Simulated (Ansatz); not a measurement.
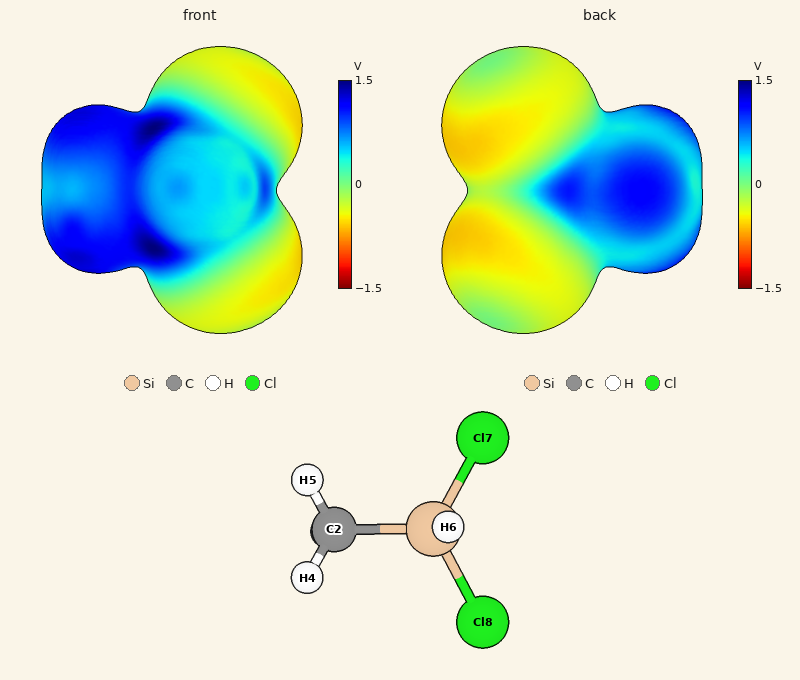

The picture shows: CH4Cl2Si. The molecular electrostatic potential painted on the density surface at 0.002 e/bohr³, seen from the front and from behind; the colour scale runs from red (negative) to blue (positive). The bare structure is drawn below in the same view.

Method: RKS PBE0-D4/6-31G* in Ansatz.

```yaml
atoms:
  - { symbol: Si, position_ang: [0.4128, 0.0177, 0.0331] }
  - { symbol: C, position_ang: [0.8478, -0.0093, 1.8388] }
  - { symbol: H, position_ang: [-0.0539, -0.0992, 2.4523] }
  - { symbol: H, position_ang: [1.5027, -0.8588, 2.0600] }
  - { symbol: H, position_ang: [1.3666, 0.9134, 2.1195] }
  - { symbol: H, position_ang: [1.5832, 0.1285, -0.8654] }
  - { symbol: Cl, position_ang: [-0.8116, 1.6274, -0.3579] }
  - { symbol: Cl, position_ang: [-0.5759, -1.7196, -0.4645] }
```

**Describe the electrostatic potential map.**

The most negative region (about −0.6 V) lies over Cl7 and Cl8, the most positive (about +1.5 V) over Si1.
